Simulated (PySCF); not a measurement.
# C4H10Br2Si (SiEt2Br2): the cost of one run

Computed with PySCF 2.14.0 and routines of our own; the level stands in each step. Atoms count from 0.

## 1. The starting structure

17 atoms, charge 0, multiplicity 1; geometry from: GFN2-xTB.

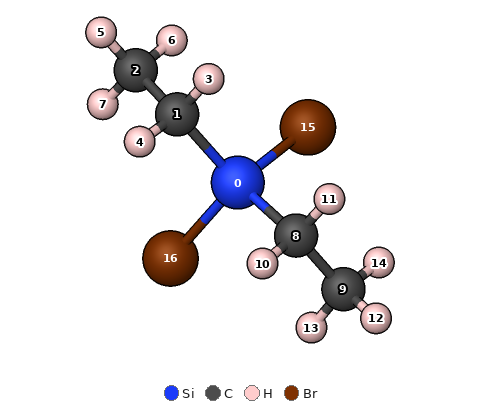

The starting geometry (silicon blue, carbon dark grey, hydrogen pink, bromine brown).

## 2. Magnetic properties: GIAO PBE/def2-SVP

Job settings and geometry (Å):

```
{"job": {"kind": "mag", "xc": "PBE", "basis": "def2-SVP"}, "charge": 0, "multiplicity": 1}
Si    -0.276860    -0.018860    -0.195390
C     -0.381940    -0.023880     1.698090
C     -1.814690     0.091700     2.207130
H      0.211550     0.800020     2.098240
H      0.063520    -0.944480     2.079890
H     -1.834030     0.070490     3.294300
H     -2.271080     1.024180     1.879200
H     -2.424330    -0.733630     1.842800
C      1.476510    -0.037830    -0.917840
C      1.485120    -0.031480    -2.442610
H      2.006970    -0.921040    -0.557550
H      2.027790     0.829460    -0.550410
H      2.506120    -0.040820    -2.817590
H      0.972530    -0.906860    -2.837820
H      0.991520     0.857830    -2.830710
Br    -1.347420     1.781890    -0.978370
Br    -1.391290    -1.796710    -0.971380
```

Method: GIAO PBE/def2-SVP magnetisability, rotational g tensor and spin-rotation constants, non-relativistic, gas phase.

On the command line:

```console
$ OMP_NUM_THREADS=1 python excited_run.py task.json out
```

The driver reads the jobs from task.json and runs them one after another.

**Question.** How long does this first job take on 1 thread of Arm Neoverse N1, shared host, and how much memory does it need?

About 84 s, with a peak of 0.76 GiB.
